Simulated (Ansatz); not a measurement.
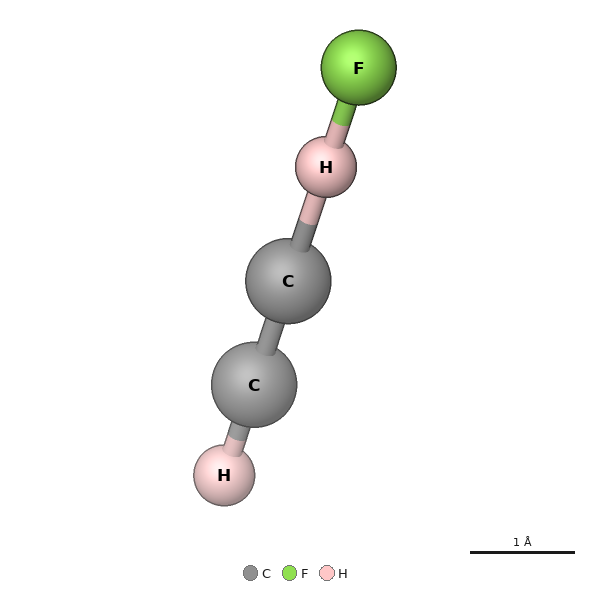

Atoms fade into the background with distance from the viewer. State: charge −1, singlet. The geometry was computed by an optimisation with PBE0-D4/def2-TZVPD. No frequency run is at hand to confirm it as a minimum. Masses are those of the most abundant isotopes; constants are for the rigid equilibrium geometry.

Classify the rotor and give the rotational constants (cm⁻¹).

A linear rotor (C∞v) with B = 0.138 cm⁻¹.
